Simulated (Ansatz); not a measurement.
# AlH₂+ (triplet): correlated methods under varied settings at scale of all distances = 1.965

What do other methods and options give for AlH₂+ (triplet) at this geometry, and how long do they take?

The runs use Ansatz 0.2.0, Gaussian basis; the settings change from run to run.

14 further runs of the same task are left out: 1 for a known fault of the program, 12 that didn't finish, 1 set aside as unsound or not needed.

## (1) The system

The geometry derives from a PBE0/def2-TZVP stationary point (not a proven minimum). All distances are scaled together.

3 atoms, charge 1, spin multiplicity 3.

Atoms are counted from 1 here; the program's logs count them from 0.

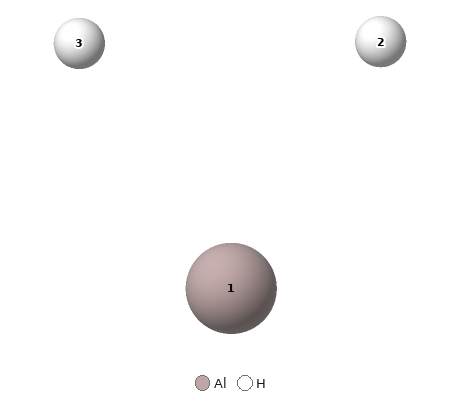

The geometry (aluminium light grey, hydrogen white); atoms are numbered from 1 in the order of the file.

## (2) CISDTQ/6-31G*

Input file in.yaml:

```yaml
crystal:
  periodic: [false, false, false]
  atoms:
    - {symbol: Al, position_ang: [0.000000, 0.000000, -0.200617]}
    - {symbol: H, position_ang: [0.000000, 1.767673, 2.685164]}
    - {symbol: H, position_ang: [0.000000, -1.767673, 2.685164]}
basis:
  gaussian: {orbitals: "6-31G*"}
total_charge: 1
magnetization: {spin_polarized: false, initial_magnetization: 2}
correlation: {active_space: {ras: {orbitals: [1, 2, 15], electrons: 4, max_holes: 4, max_particles: 4}, fixed_orbitals: true}}
output: {forces: true}
```

Launch:

```bash
$ ansatz run in.yaml --threads 1 --pin off --events-out ev --progress --plain --max-ram 2393MiB
```

Log:

```text
Functional definition: HF
  name "HF"
  cite "Fock, Z. Phys. 61, 126 (1930) doi:10.1007/BF01340294"
  parent pbe
  exchange = exact_x
  correlation = 0
232 factors; integrals over basis functions are off by at most 2.6e-4 eV
mean field evaluation 1: about -6602.1864 eV, gradient 6.1e0 eV
mean field evaluation 2: about -6602.1870 eV, gradient 6.1e0 eV
mean field evaluation 4: about -6602.8263 eV, gradient 1.0e0 eV
mean field evaluation 8: about -6602.8487 eV, gradient 2.4e-3 eV
mean field -6602.84868041 eV, -242.6502134336 hartree, gradient 3.2e-6 eV, S^2 2.000000; 0 other end points of the search recorded, 0 dependent functions left out
reference -6602.84868041 eV, -242.6502134336 hartree; 8, 6 occupied and 15, 17 virtual orbitals, 232 factors
state -6603.91976960 eV, -242.6895752353 hartree
the calculation of the forces begins
Total energy: -6603.91976960 eV, -242.6895752353 hartree
Atom 0 at     0.000000     0.000000    -0.200617 Å, force    -0.000000    -0.000000     0.002278 eV/Å
Atom 1 at     0.000000     1.767673     2.685164 Å, force    -0.000000     0.011914    -0.001139 eV/Å
Atom 2 at     0.000000    -1.767673     2.685164 Å, force     0.000000    -0.011914    -0.001139 eV/Å
Dipole moment:    -0.000000    -0.000000    -0.316563 e Å
```

Run time: 1.6 s. Hardware: 1 thread of Intel Xeon at 2.50GHz, shared host.

From the report: 6,240 determinants.

## (3) CCSD on ROHF/aug-cc-pVDZ

Input file in.yaml:

```yaml
crystal:
  periodic: [false, false, false]
  atoms:
    - {symbol: Al, position_ang: [0.000000, 0.000000, -0.200617]}
    - {symbol: H, position_ang: [0.000000, 1.767673, 2.685164]}
    - {symbol: H, position_ang: [0.000000, -1.767673, 2.685164]}
basis:
  gaussian: {orbitals: aug-cc-pVDZ}
total_charge: 1
magnetization: {spin_polarized: false, initial_magnetization: 2}
correlation: {method: ccsd, electrons: outside_noble_gas, diis_vectors: 12}
```

Same command.

Log (excerpt; [...] marks lines left out):

```text
Functional definition: HF
  name "HF"
  cite "Fock, Z. Phys. 61, 126 (1930) doi:10.1007/BF01340294"
  parent pbe
[...]
439 factors; integrals over basis functions are off by at most 9.5e-4 eV
[...]
mean field -6603.36048503 eV, -242.6690219064 hartree, gradient 9.5e-7 eV, S^2 2.000000; 0 other end points of the search recorded, 0 dependent functions left out
[...]
5 core orbitals not correlated: weight in the atoms' cores, before any rotation towards them, 1.000 or more for the frozen orbitals, at most 0.000 for the correlated occupied ones
reference -6603.36048503 eV, -242.6690219064 hartree; 3, 1 occupied and 37, 39 virtual orbitals, 439 factors
second order -0.71147061 eV of doubles, -0.00079879 eV of singles
cycle   1  -0.93599158 eV  change   -2.2e-1 eV  update   5.6e-2
[...]
cycle  12  -1.08326653 eV  change   -3.8e-6 eV  update   1.1e-6
Total energy: -6604.44375156 eV, -242.7088312172 hartree
```

Wall time 2.8 s (1 thread of Intel Xeon at 2.50GHz, shared host).

From the report: correlation -1.0833 eV; T1 0.007; largest double amplitude 0.09.

## (4) HF/6-31G

Input file in.yaml:

```yaml
crystal:
  periodic: [false, false, false]
  atoms:
    - {symbol: Al, position_ang: [0.000000, 0.000000, -0.200617]}
    - {symbol: H, position_ang: [0.000000, 1.767673, 2.685164]}
    - {symbol: H, position_ang: [0.000000, -1.767673, 2.685164]}
basis:
  gaussian: {orbitals: 6-31G}
total_charge: 1
magnetization: {spin_polarized: true, initial_magnetization: 2}
hamiltonian: {xc: hf}
output: {orbitals: {seedname: orbitals}}
```

Launched as before.

Log:

```text
Functional definition: HF
  name "HF"
  cite "Fock, Z. Phys. 61, 126 (1930) doi:10.1007/BF01340294"
  parent pbe
  exchange = exact_x
  correlation = 0
203 factors; integrals over basis functions are off by at most 3.3e-4 eV
mean field evaluation 1: about -6602.3524 eV, gradient 4.9e0 eV
mean field evaluation 2: about -6602.3530 eV, gradient 4.9e0 eV
mean field evaluation 4: about -6602.8263 eV, gradient 1.5e-1 eV
mean field evaluation 8: about -6602.8265 eV, gradient 5.2e-4 eV
mean field evaluation 16: about -6602.8257 eV, gradient 8.4e-2 eV
mean field evaluation 32: about -6600.0716 eV, gradient 7.6e0 eV
mean field -6602.82649644 eV, -242.6493981878 hartree, gradient 1.4e-5 eV, S^2 2.002659; 0 other end points of the search recorded, 0 dependent functions left out
reference -6602.82649644 eV, -242.6493981878 hartree; 8, 6 occupied and 9, 11 virtual orbitals, 203 factors
Total energy: -6602.82649644 eV, -242.6493981878 hartree
```

It took 0.64 s on 1 thread of Intel Xeon at 2.50GHz, shared host.

From the report: ⟨S²⟩ of the determinant 2.003 (pure triplet: 2.00).

## (5) CASCI(4,7)/cc-pVDZ

Input file in.yaml:

```yaml
crystal:
  periodic: [false, false, false]
  atoms:
    - {symbol: Al, position_ang: [0.000000, 0.000000, -0.200617]}
    - {symbol: H, position_ang: [0.000000, 1.767673, 2.685164]}
    - {symbol: H, position_ang: [0.000000, -1.767673, 2.685164]}
basis:
  gaussian: {orbitals: cc-pVDZ}
total_charge: 1
magnetization: {spin_polarized: false, initial_magnetization: 2}
correlation: {active_space: {window: {electrons: 4, orbitals: 7}, fixed_orbitals: true}}
accuracy: high
```

Same command.

Log:

```text
Functional definition: HF
  name "HF"
  cite "Fock, Z. Phys. 61, 126 (1930) doi:10.1007/BF01340294"
  parent pbe
  exchange = exact_x
  correlation = 0
506 factors; integrals over basis functions are off by at most 3.6e-9 eV
mean field evaluation 1: about -6602.5511 eV, gradient 6.2e0 eV
mean field evaluation 2: about -6602.5522 eV, gradient 6.2e0 eV
mean field evaluation 4: about -6603.2988 eV, gradient 9.4e-1 eV
mean field evaluation 8: about -6603.3177 eV, gradient 2.2e-3 eV
mean field -6603.31773801 eV, -242.6674509825 hartree, gradient 5.2e-9 eV, S^2 2.000000; 0 other end points of the search recorded, 0 dependent functions left out
reference -6603.31773801 eV, -242.6674509825 hartree; 8, 6 occupied and 20, 22 virtual orbitals, 506 factors
state -6603.92373539 eV, -242.6897209753 hartree
Total energy: -6603.92373539 eV, -242.6897209753 hartree
```

Wall time 0.83 s (1 thread of Intel Xeon at 2.50GHz, shared host).

From the report: 128 determinants; active occupations 1.92, 1.00, 1.00, 0.03, 0.02, 0.02, 0.00.

## (6) NEVPT2(4,6)/def2-SVPD

Input file in.yaml:

```yaml
crystal:
  periodic: [false, false, false]
  atoms:
    - {symbol: Al, position_ang: [0.000000, 0.000000, -0.200617]}
    - {symbol: H, position_ang: [0.000000, 1.767673, 2.685164]}
    - {symbol: H, position_ang: [0.000000, -1.767673, 2.685164]}
basis:
  gaussian: {orbitals: def2-SVPD}
total_charge: 1
magnetization: {spin_polarized: false, initial_magnetization: 2}
correlation: {method: sc_nevpt2, electrons: outside_noble_gas, active_space: {window: {electrons: 4, orbitals: 6}, states: [{multiplicity: 3, weights: [1, 1, 1, 0.5]}, {multiplicity: 5, weights: [1]}], root: 2}}
```

The command is unchanged.

Log (excerpt; [...] marks lines left out):

```text
Functional definition: HF
  name "HF"
  cite "Fock, Z. Phys. 61, 126 (1930) doi:10.1007/BF01340294"
  parent pbe
[...]
625 factors; integrals over basis functions are off by at most 1.5e-7 eV
[...]
mean field -6601.09451013 eV, -242.5857488646 hartree, gradient 8.8e-7 eV, S^2 2.000000; 0 other end points of the search recorded, 0 dependent functions left out
reference -6601.09451013 eV, -242.5857488646 hartree; 8, 6 occupied and 32, 34 virtual orbitals, 625 factors
state -6601.97476839 eV, -242.6180977591 hartree
state -6597.66341062 eV, -242.4596582836 hartree
state -6597.63350783 eV, -242.4585593760 hartree
state -6597.60016565 eV, -242.4573340737 hartree
state -6601.97476839 eV, -242.6180977591 hartree; corrected -6602.12978168 eV, -242.6237943923 hartree
state -6597.66341062 eV, -242.4596582836 hartree; corrected -6597.82310186 eV, -242.4655268284 hartree
state -6597.63350783 eV, -242.4585593760 hartree; corrected -6597.78129551 eV, -242.4639904734 hartree
state -6597.60016565 eV, -242.4573340737 hartree; corrected -6597.73259364 eV, -242.4622007125 hartree
state -6597.54452328 eV, -242.4552892541 hartree
state -6597.54452328 eV, -242.4552892541 hartree; corrected -6597.66477313 eV, -242.4597083547 hartree
Total energy: -6597.78129551 eV, -242.4639904734 hartree
```

Run time: 4.9 s. Hardware: 1 thread of Intel Xeon at 2.50GHz, shared host.

From the report: 108 determinants; active occupations (of the averaged states) 1.24, 1.01, 0.99, 0.35, 0.25, 0.17.

## (7) HF/def2-TZVP

Input file in.yaml:

```yaml
crystal:
  periodic: [false, false, false]
  atoms:
    - {symbol: Al, position_ang: [0.000000, 0.000000, -0.200617]}
    - {symbol: H, position_ang: [0.000000, 1.767673, 2.685164]}
    - {symbol: H, position_ang: [0.000000, -1.767673, 2.685164]}
basis:
  gaussian: {orbitals: def2-TZVP}
total_charge: 1
magnetization: {spin_polarized: false, initial_magnetization: 2}
hamiltonian: {xc: hf}
output: {forces: true, orbitals: {seedname: orbitals}}
```

The command is unchanged.

Log:

```text
Functional definition: HF
  name "HF"
  cite "Fock, Z. Phys. 61, 126 (1930) doi:10.1007/BF01340294"
  parent pbe
  exchange = exact_x
  correlation = 0
405 factors; their error is unknown
mean field evaluation 1: about -6602.4383 eV, gradient 6.4e0 eV
mean field evaluation 2: about -6603.2322 eV, gradient 2.6e0 eV
mean field evaluation 4: about -6603.2982 eV, gradient 3.3e-1 eV
mean field evaluation 8: about -6603.3648 eV, gradient 1.3e-1 eV
mean field -6603.36481422 eV, -242.6691810010 hartree, gradient 4.9e-5 eV, S^2 2.000000; 0 other end points of the search recorded, 0 dependent functions left out
the calculation of the forces begins
reference -6603.36481422 eV, -242.6691810010 hartree; 8, 6 occupied and 41, 43 virtual orbitals, 405 factors
Total energy: -6603.36481422 eV, -242.6691810010 hartree
Atom 0 at     0.000000     0.000000    -0.200617 Å, force    -0.000000    -0.000000     0.014353 eV/Å
Atom 1 at     0.000000     1.767673     2.685164 Å, force     0.000000     0.006767    -0.007177 eV/Å
Atom 2 at     0.000000    -1.767673     2.685164 Å, force     0.000000    -0.006767    -0.007177 eV/Å
Dipole moment:    -0.000000     0.000000    -0.289955 e Å
```

Run time: 0.81 s. Hardware: 1 thread of Intel Xeon at 2.50GHz, shared host.

## (8) CCSDT(Q)/def2-SVP

in.yaml: that of step 7 with these lines changed.

```diff
@@ -7,6 +7,7 @@
 basis:
-  gaussian: {orbitals: def2-TZVP}
+  gaussian: {orbitals: def2-SVP}
 total_charge: 1
 magnetization: {spin_polarized: false, initial_magnetization: 2}
-hamiltonian: {xc: hf}
-output: {forces: true, orbitals: {seedname: orbitals}}
+hamiltonian: {xc: {name: r2SCAN}}
+correlation: {method: ccsdt_q, electrons: outside_noble_gas}
+output: {forces: true}
```

Same command.

Log (excerpt; [...] marks lines left out):

```text
Functional definition: r2SCAN
  name "r2SCAN"
  cite "Furness, Kaplan, Ning, Perdew & Sun, J. Phys. Chem. Lett. 11, 8208 (2020) doi:10.1021/acs.jpclett.0c02405"
  cite "Furness, Kaplan, Ning, Perdew & Sun, J. Phys. Chem. Lett. 11, 9248 (2020) doi:10.1021/acs.jpclett.0c03077"
  parent r2scan
[...]
395 factors; integrals over basis functions are off by at most 1.4e-7 eV
[...]
mean field -6613.02806744 eV, -243.0242990068 hartree, gradient 1.9e-6 eV, S^2 2.000000; 0 other end points of the search recorded, 0 dependent functions left out
[...]
5 core orbitals not correlated: weight in the atoms' cores, before any rotation towards them, 1.000 or more for the frozen orbitals, at most 0.000 for the correlated occupied ones
reference -6600.90293006 eV, -242.5787084270 hartree; 3, 1 occupied and 20, 22 virtual orbitals, 395 factors
second order -0.71662684 eV of doubles, -0.08145168 eV of singles
cycle   1  -1.01788153 eV  change   -2.2e-1 eV  update   5.8e-2
[...]
cycle  13  -1.17092352 eV  change    4.4e-8 eV  update   3.6e-7
perturbative correction -0.00000169 eV, -0.0000000620 hartree
[...]
Total energy: -6602.07385526 eV, -242.6217391345 hartree
Atom 0 at     0.000000     0.000000    -0.200617 Å, force    -0.000000     0.000000     0.006813 eV/Å
Atom 1 at     0.000000     1.767673     2.685164 Å, force     0.000000     0.009379    -0.003406 eV/Å
Atom 2 at     0.000000    -1.767673     2.685164 Å, force    -0.000000    -0.009379    -0.003406 eV/Å
Dipole moment:     0.000000     0.000000    -0.312409 e Å
```

Run time: 14 s. Hardware: 1 thread of Intel Xeon at 2.50GHz, shared host.

From the report: correlation -1.1709 eV; T1 0.039; largest double amplitude 0.10. The orbitals are Kohn-Sham ones, so correlation energy and T1 don't compare with those on Hartree-Fock orbitals.

## (9) MP2 on UHF/6-31++G**

Input file in.yaml:

```yaml
crystal:
  periodic: [false, false, false]
  atoms:
    - {symbol: Al, position_ang: [0.000000, 0.000000, -0.200617]}
    - {symbol: H, position_ang: [0.000000, 1.767673, 2.685164]}
    - {symbol: H, position_ang: [0.000000, -1.767673, 2.685164]}
basis:
  gaussian: {orbitals: "6-31++G**"}
total_charge: 1
magnetization: {spin_polarized: true, initial_magnetization: 2}
correlation: {method: mp2, electrons: outside_noble_gas}
accuracy: high
```

Launched as before.

Log:

```text
Functional definition: HF
  name "HF"
  cite "Fock, Z. Phys. 61, 126 (1930) doi:10.1007/BF01340294"
  parent pbe
  exchange = exact_x
  correlation = 0
586 factors; integrals over basis functions are off by at most 3.6e-9 eV
mean field evaluation 1: about -6602.1716 eV, gradient 5.4e0 eV
mean field evaluation 2: about -6602.1724 eV, gradient 5.4e0 eV
mean field evaluation 4: about -6602.8682 eV, gradient 2.0e-1 eV
mean field evaluation 8: about -6602.8685 eV, gradient 1.2e-3 eV
mean field evaluation 16: about -6602.8677 eV, gradient 1.0e-1 eV
mean field -6602.86851181 eV, -242.6509422239 hartree, gradient 2.6e-8 eV, S^2 2.002353; 4 other end points of the search recorded, 0 dependent functions left out
5 core orbitals not correlated: weight in the atoms' cores, before any rotation towards them, 1.000 or more for the frozen orbitals, at most 0.000 for the correlated occupied ones
reference -6602.86851181 eV, -242.6509422239 hartree; 3, 1 occupied and 27, 29 virtual orbitals, 586 factors
second order -0.72278825 eV of doubles, -0.00000000 eV of singles
Total energy: -6603.59130006 eV, -242.6775042022 hartree
```

Run time: 1.2 s. Hardware: 1 thread of Intel Xeon at 2.50GHz, shared host.

From the report: ⟨S²⟩ of the determinant 2.002 (pure triplet: 2.00).

## (10) MRCISD+Q(relaxed)(2,6)/def2-SVP

Input file in.yaml:

```yaml
crystal:
  periodic: [false, false, false]
  atoms:
    - {symbol: Al, position_ang: [0.000000, 0.000000, -0.200617]}
    - {symbol: H, position_ang: [0.000000, 1.767673, 2.685164]}
    - {symbol: H, position_ang: [0.000000, -1.767673, 2.685164]}
basis:
  gaussian: {orbitals: def2-SVP}
total_charge: 1
magnetization: {spin_polarized: false, initial_magnetization: 2}
correlation: {method: fic_mrcisd_q_relaxed, electrons: outside_noble_gas, active_space: {window: {electrons: 2, orbitals: 6}, states: [{multiplicity: 3, weights: [1, 1, 1]}]}}
```

Same command.

Log (excerpt; [...] marks lines left out):

```text
Functional definition: HF
  name "HF"
  cite "Fock, Z. Phys. 61, 126 (1930) doi:10.1007/BF01340294"
  parent pbe
[...]
395 factors; integrals over basis functions are off by at most 1.4e-7 eV
[...]
mean field -6601.04705671 eV, -242.5840049836 hartree, gradient 3.3e-6 eV, S^2 2.000000; 0 other end points of the search recorded, 0 dependent functions left out
reference -6601.04705671 eV, -242.5840049836 hartree; 8, 6 occupied and 20, 22 virtual orbitals, 395 factors
state -6600.01351832 eV, -242.5460231484 hartree
state -6593.91373315 eV, -242.3218601780 hartree
state -6593.79247405 eV, -242.3174039883 hartree
contracted CI cycle   1: correlation -0.00000000 eV, -0.0000000000 hartree, residual 6.27e0 eV
contracted CI cycle   2: correlation -1.68982652 eV, -0.0620999792 hartree, residual 3.33e0 eV
contracted CI cycle   3: correlation -2.01846610 eV, -0.0741772610 hartree, residual 1.30e0 eV
contracted CI cycle   4: correlation -2.06736481 eV, -0.0759742554 hartree, residual 5.12e-1 eV
[...]
contracted CI cycle  50: correlation -1.20157661 eV, -0.0441571261 hartree, residual 1.11e-4 eV
contracted CI cycle  51: correlation -1.20157662 eV, -0.0441571262 hartree, residual 2.17e-4 eV
contracted CI cycle  52: correlation -1.20157661 eV, -0.0441571261 hartree, residual 1.05e-4 eV
contracted CI cycle  53: correlation -1.20157661 eV, -0.0441571261 hartree, residual 4.67e-5 eV
state -6593.25234071 eV, -242.2975544543 hartree; corrected -6594.84848256 eV, -242.3562115852 hartree
state -6600.78359530 eV, -242.5743229554 hartree; corrected -6602.21343844 eV, -242.6268687217 hartree
state -6593.30329272 eV, -242.2994269061 hartree; corrected -6594.81695783 eV, -242.3550530728 hartree
state -6593.25234071 eV, -242.2975544543 hartree; corrected -6594.84848256 eV, -242.3562115852 hartree
WARN: 2 active orbitals are nearly empty or full. The corrections depend on them more than the energy does, and are more stable in an active space without them
WARN: the results are in doubt because another end's mean lies 0.127 eV lower
Total energy: -6597.29295961 eV, -242.4460444599 hartree
In doubt: another end's mean lies 0.127 eV lower
```

It took 49 s on 1 thread of Intel Xeon at 2.50GHz, shared host.

From the report: 16 determinants; active occupations (of the averaged states) 0.68, 0.65, 0.36, 0.31, 0.00, 0.00. Mind the lines of doubt at the end of the log.

## (11) The runs in one table

 † marks a result that the program doubts.

```tsv
level	correlated	functions	energy (eV)	time
CISDTQ/6-31G*	outside noble gas	23	-6603.9198	1.6 s
CCSD on ROHF/aug-cc-pVDZ	outside noble gas	45	-6604.4438	2.8 s
HF/6-31G		17	-6602.8265	0.64 s
CASCI(4,7)/cc-pVDZ		28	-6603.9237	0.83 s
NEVPT2(4,6)/def2-SVPD (excited root 2 of an average)	outside noble gas	40	-6597.7813	4.9 s
HF/def2-TZVP		49	-6603.3648	0.81 s
CCSDT(Q)/def2-SVP (on r2SCAN orbitals)	outside noble gas	28	-6602.0739	14 s
MP2 on UHF/6-31++G**	outside noble gas	35	-6603.5913	1.2 s
MRCISD+Q(relaxed)(2,6)/def2-SVP (mean of several states) †	outside noble gas	28	-6597.2930	49 s
```

## (12) Results

| quantity | value |
| --- | --- |
| runs | 9 |
| quickest | HF/6-31G, 0.64 s |
| slowest | MRCISD+Q(relaxed)(2,6)/def2-SVP (mean of several states) †, 49 s |

**Reading.** Total energies in different bases, with other cores or another treatment of relativity can't be set against each other. MRCISD+Q(relaxed)(2,6)/def2-SVP (mean of several states) † took 77 times as long as HF/6-31G; the jobs differ in more than the method.
